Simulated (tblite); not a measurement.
**Run report: B$_{3}$NH$_{5}$, geometry relaxation**

The run: geometry relaxation of B$_{3}$NH$_{5}$, multiplicity 2. Method and program: GFN2-xTB geometry optimisation, gas phase (tblite 0.8.0).

It belongs to a series of runs on one base structure; here: H removed from B.

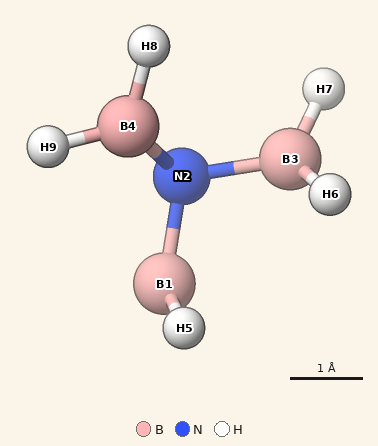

Figure 1. The structure as given in the input (ball-and-stick view, seen at a tilt; atoms are numbered from 1 in the order of the input). Bond lengths as drawn: B–H 1.17 to 1.19 Å and B–N 1.52 to 1.55 Å.

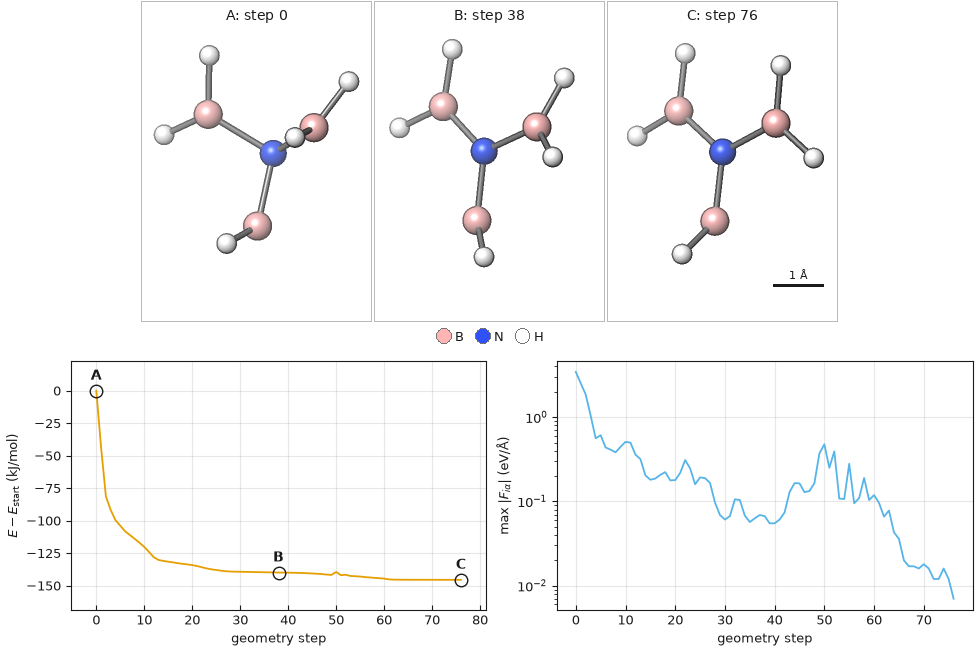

Figure 2. Frames of the relaxation (ball-and-stick view, seen at a tilt) above the curves, on which the letters mark them (steps are counted from 0).

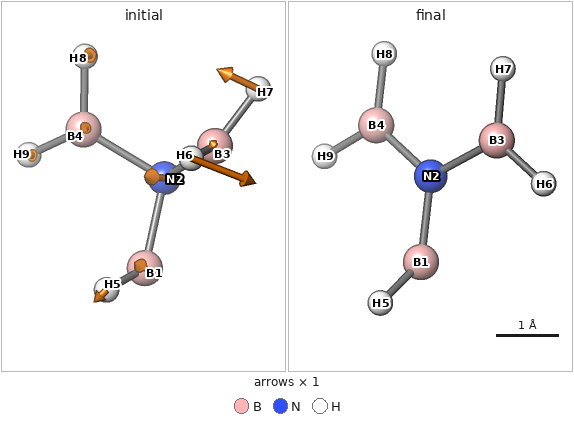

Figure 3. Before (left) and after (right) the relaxation, at one scale (ball-and-stick view, seen at a tilt). The orange arrows give the displacements, at true length. After 76 geometry steps the energy has fallen by 145.5 kJ/mol. Largest force component: 3.5 eV/Å at the start, 0.007 eV/Å at the end. The atom that moves furthest after the best rigid fit is H6 (1.23 Å). By element the largest moves are H 1.23 Å, N 0.62 Å, B 0.31 Å. Among the contacts that change: B1–N2 1.519 → 1.404 Å, N2–B3 1.547 → 1.432 Å, N2–B4 1.531 → 1.432 Å, B1–H5 1.194 → 1.162 Å. Among the angles that change: B3–N2–B4 108.2° → 120.5°, B1–N2–B3 107.6° → 119.7°, B1–N2–B4 108.9° → 119.7°. (Atoms are counted from 1 in the order of the input.)

These pictures come from the run below.

### The input
```
{"job": {"kind": "relax", "xc": "GFN2-xTB", "basis": "xTB"}, "charge": 0, "multiplicity": 2}
B     -1.295500    -0.802900    -0.828200
N     -0.071200     0.090800    -0.725100
B      1.100400    -0.779100    -0.212700
B     -0.341800     1.185500     0.309800
H     -1.742800    -1.372500     0.121500
H      0.950400    -1.460100     0.739500
H      2.197200    -0.433800    -0.464700
H      0.571700     1.802400     0.764700
H     -1.354800     1.775700     0.270000
```

The first line tells a small driver script what to run in tblite; the rest is the geometry in Å.

Run as:
```bash
OMP_NUM_THREADS=1 python <driver script> task.json out
```

### What the program printed
```
step      E/eV     max force
  0    -247.23732    4.151
  1    -247.68968    2.827
  2    -248.07979    2.195
  3    -248.18802    1.052
  4    -248.26966    0.681
  5    -248.31336    0.660
  6    -248.35828    0.545
  7    -248.38747    0.471
  8    -248.41806    0.448
  9    -248.44888    0.539
 10    -248.48277    0.521
 11    -248.52324    0.538
 12    -248.56530    0.501
 13    -248.58706    0.336
 14    -248.59441    0.210
 15    -248.60048    0.214
 16    -248.60607    0.222
 17    -248.61224    0.261
 18    -248.61757    0.262
 19    -248.62214    0.216
 20    -248.62755    0.208
 21    -248.63499    0.262
 22    -248.64448    0.334
 23    -248.65411    0.297
 24    -248.66137    0.198
 25    -248.66679    0.246
 26    -248.67213    0.232
 27    -248.67658    0.172
 28    -248.67894    0.110
 29    -248.68005    0.077
 30    -248.68066    0.064
 31    -248.68140    0.070
 32    -248.68236    0.108
 33    -248.68326    0.111
 34    -248.68399    0.079
 35    -248.68459    0.076
 36    -248.68528    0.081
 37    -248.68608    0.083
 38    -248.68690    0.080
 39    -248.68757    0.060
 40    -248.68808    0.060
 41    -248.68864    0.074
 42    -248.68950    0.088
 43    -248.69078    0.132
 44    -248.69240    0.172
 45    -248.69426    0.174
 46    -248.69645    0.144
 47    -248.69920    0.153
 48    -248.70305    0.185
 49    -248.70606    0.392
 50    -248.68257    0.573
 51    -248.70782    0.316
 52    -248.70481    0.468
 53    -248.71410    0.143
 54    -248.71649    0.127
 55    -248.71872    0.450
 56    -248.72352    0.102
 57    -248.72571    0.138
 58    -248.72969    0.294
 59    -248.73198    0.115
 60    -248.73528    0.123
 61    -248.74157    0.097
 62    -248.74359    0.089
 63    -248.74370    0.114
 64    -248.74423    0.053
 65    -248.74436    0.037
 66    -248.74444    0.023
 67    -248.74454    0.023
 68    -248.74466    0.025
 69    -248.74476    0.025
 70    -248.74482    0.023
 71    -248.74485    0.018
 72    -248.74488    0.013
 73    -248.74493    0.018
 74    -248.74498    0.020
 75    -248.74503    0.014
 76    -248.74504    0.008
```

### Trajectory as extended XYZ (Å, eV, eV/Å), 11 of the 77 frames kept, from step=0 to step=76
```
9
Properties=species:S:1:pos:R:3:forces:R:3 step=0 energy=-247.23732
B    -1.2955   -0.8029   -0.8282    1.7850   1.5300   0.5730
N    -0.0712    0.0908   -0.7251   -1.5420  -1.7050   3.4560
B     1.1004   -0.7791   -0.2127   -0.7740   1.9090   0.1120
B    -0.3418    1.1855    0.3098    1.1490  -0.1950  -2.6760
H    -1.7428   -1.3725    0.1215    0.1640   0.0640  -0.7520
H     0.9504   -1.4601    0.7395   -0.1670  -0.3020  -0.4960
H     2.1972   -0.4338   -0.4647   -0.2260  -0.1660  -0.3460
H     0.5717    1.8024    0.7647   -0.1820  -0.6590   0.0070
H    -1.3548    1.7757    0.2700   -0.2080  -0.4760   0.1230
9
Properties=species:S:1:pos:R:3:forces:R:3 step=8 energy=-248.41806
B    -1.2527   -0.7090   -0.7321   -0.1890  -0.2520   0.3190
N    -0.1199    0.0291   -0.4124    0.1750  -0.1290   0.2020
B     1.1074   -0.6687   -0.0472   -0.1550  -0.2050  -0.2530
B    -0.2804    1.3225    0.1374   -0.0310  -0.1350   0.3450
H    -1.7999   -1.4690   -0.0209    0.0720   0.0310  -0.3830
H     0.9710   -1.5980    0.6687    0.2270   0.0710  -0.1560
H     2.1337   -0.3802   -0.5566   -0.2410   0.0440   0.2630
H     0.6442    1.7606    0.7174   -0.1410   0.3010  -0.2210
H    -1.3898    1.7188    0.2205    0.2830   0.2740  -0.1160
9
Properties=species:S:1:pos:R:3:forces:R:3 step=15 energy=-248.60048
B    -1.2937   -0.7071   -0.5738   -0.0180  -0.0120  -0.0320
N    -0.1658   -0.0123   -0.1552   -0.0450  -0.0250  -0.1470
B     1.0854   -0.7411   -0.0113   -0.0720   0.0910   0.0250
B    -0.2564    1.3608    0.1957   -0.0010   0.0370  -0.0190
H    -1.8753   -1.6471   -0.2430    0.0900  -0.1650   0.1030
H     1.1090   -1.7535    0.5737   -0.0430  -0.1030  -0.0800
H     2.0368   -0.2837   -0.5179    0.0630  -0.0250   0.0870
H     0.6840    1.9296    0.5867    0.0760   0.0210   0.0330
H    -1.3105    1.8604    0.1200   -0.0490   0.1810   0.0290
9
Properties=species:S:1:pos:R:3:forces:R:3 step=23 energy=-248.65411
B    -1.3091   -0.7523   -0.5478   -0.0540   0.0270  -0.0330
N    -0.2070    0.0182   -0.1668   -0.2470  -0.1200   0.1140
B     1.0262   -0.7313   -0.0073    0.0250  -0.0610  -0.0180
B    -0.2607    1.4059    0.1633    0.0520  -0.1240   0.0340
H    -1.7391   -1.7797   -0.2014    0.1700   0.1290   0.0220
H     1.0398   -1.8174    0.4327   -0.1840  -0.0140  -0.0180
H     2.0220   -0.2618   -0.3855    0.1490   0.1610  -0.0250
H     0.7068    1.9198    0.5534    0.2100   0.1040   0.0140
H    -1.2653    2.0046    0.1343   -0.1200  -0.1020  -0.0890
9
Properties=species:S:1:pos:R:3:forces:R:3 step=30 energy=-248.68066
B    -1.3314   -0.7493   -0.5269   -0.0230   0.0080   0.0490
N    -0.2320    0.0179   -0.1212   -0.0290   0.0150  -0.0270
B     1.0009   -0.7343   -0.0099   -0.0130  -0.0140   0.0370
B    -0.2488    1.4141    0.1725    0.0120  -0.0240  -0.0470
H    -1.6373   -1.8218   -0.1907    0.0120   0.0610  -0.0090
H     0.9644   -1.8486    0.3482    0.0340  -0.0220  -0.0500
H     2.0024   -0.2140   -0.3168    0.0320  -0.0220   0.0330
H     0.7471    1.9252    0.5123   -0.0040   0.0440   0.0030
H    -1.2517    2.0169    0.1072   -0.0200  -0.0460   0.0100
9
Properties=species:S:1:pos:R:3:forces:R:3 step=38 energy=-248.68690
B    -1.3572   -0.7241   -0.4931    0.0670  -0.0150   0.0020
N    -0.2236    0.0156   -0.1130   -0.0530   0.0390   0.0130
B     1.0009   -0.7465   -0.0085   -0.0100   0.0460  -0.0050
B    -0.2464    1.4190    0.1570   -0.0060  -0.0190   0.0260
H    -1.6134   -1.8155   -0.1827   -0.0560   0.0090   0.0200
H     0.9608   -1.8813    0.2752   -0.0110  -0.0230  -0.0290
H     2.0149   -0.2174   -0.2466    0.0490   0.0190   0.0130
H     0.7432    1.9551    0.4845   -0.0450  -0.0140  -0.0230
H    -1.2657    2.0010    0.1020    0.0660  -0.0410  -0.0170
9
Properties=species:S:1:pos:R:3:forces:R:3 step=46 energy=-248.69645
B    -1.3303   -0.7407   -0.4904    0.0200   0.0320  -0.0460
N    -0.2000    0.0077   -0.1121   -0.0410   0.0160   0.0240
B     1.0288   -0.7393   -0.0062   -0.0030  -0.0430  -0.0860
B    -0.2515    1.4128    0.1531    0.0040   0.0040  -0.0440
H    -1.6894   -1.7781   -0.1047    0.0140   0.0560   0.0590
H     0.9475   -1.9017    0.1221    0.1130  -0.0240   0.0100
H     2.0679   -0.2083   -0.1252   -0.1290   0.0250   0.0590
H     0.7250    1.9857    0.4537   -0.0270  -0.0540   0.0170
H    -1.2846    1.9680    0.0844    0.0490  -0.0140   0.0070
9
Properties=species:S:1:pos:R:3:forces:R:3 step=53 energy=-248.71410
B    -1.3014   -0.7678   -0.5051   -0.0490  -0.0110  -0.0210
N    -0.1786   -0.0057   -0.1295   -0.0610  -0.0110  -0.0020
B     1.0437   -0.7504   -0.0319   -0.0670   0.0630  -0.0170
B    -0.2496    1.4004    0.1279   -0.0250   0.0100   0.0470
H    -1.7502   -1.6993    0.0309   -0.0070   0.0720   0.0210
H     0.9787   -1.9163   -0.0972    0.1000  -0.1020  -0.0020
H     2.0611   -0.1958    0.0793    0.0700   0.0810   0.0170
H     0.7032    2.0078    0.4299    0.0560  -0.1080   0.0000
H    -1.2933    1.9332    0.0704   -0.0180   0.0060  -0.0420
9
Properties=species:S:1:pos:R:3:forces:R:3 step=61 energy=-248.74157
B    -1.2713   -0.8285   -0.5275   -0.0290   0.0220   0.0570
N    -0.1503   -0.0701   -0.1488   -0.0390   0.0010   0.0060
B     1.1112   -0.7422   -0.0509    0.0130  -0.0450  -0.0410
B    -0.2725    1.3324    0.1248    0.0130  -0.0620  -0.0490
H    -1.9905   -1.4374    0.1559    0.0140   0.0110  -0.0260
H     1.1660   -1.8992   -0.2666   -0.0100   0.0960   0.0100
H     2.0687   -0.1346    0.2268    0.0020   0.0180   0.0290
H     0.6771    1.9377    0.4396   -0.0260  -0.0100   0.0090
H    -1.3249    1.8478    0.0216    0.0630  -0.0310   0.0050
9
Properties=species:S:1:pos:R:3:forces:R:3 step=68 energy=-248.74466
B    -1.2794   -0.8347   -0.5138    0.0110   0.0060  -0.0040
N    -0.1434   -0.0975   -0.1439   -0.0040   0.0050  -0.0030
B     1.1336   -0.7403   -0.0586   -0.0050   0.0050   0.0070
B    -0.2735    1.3054    0.1161    0.0000  -0.0050   0.0070
H    -2.0518   -1.3601    0.1768   -0.0150  -0.0170   0.0100
H     1.2228   -1.8813   -0.3203   -0.0040   0.0100  -0.0090
H     2.0638   -0.1182    0.2761    0.0110  -0.0060   0.0030
H     0.6670    1.9188    0.4386   -0.0010   0.0000  -0.0030
H    -1.3255    1.8140    0.0036    0.0060   0.0020  -0.0090
9
Properties=species:S:1:pos:R:3:forces:R:3 step=76 energy=-248.74504
B    -1.2803   -0.8377   -0.5058   -0.0010   0.0000   0.0020
N    -0.1482   -0.0947   -0.1362    0.0020  -0.0030  -0.0030
B     1.1289   -0.7386   -0.0575    0.0050   0.0020   0.0000
B    -0.2720    1.3099    0.1154    0.0000   0.0010   0.0000
H    -2.0450   -1.3785    0.1828    0.0000  -0.0010   0.0020
H     1.2193   -1.8723   -0.3470   -0.0010  -0.0040  -0.0010
H     2.0592   -0.1267    0.2965   -0.0040   0.0000  -0.0020
H     0.6718    1.9205    0.4330   -0.0020   0.0020   0.0070
H    -1.3202    1.8240   -0.0062    0.0010   0.0030  -0.0050
```

### Key numbers

| quantity | value |
| --- | --- |
| outcome | converged |
| total energy | −248.7450 eV |
| hardware | 1 CPU thread, shared host |
| peak memory | 0.17 GiB |
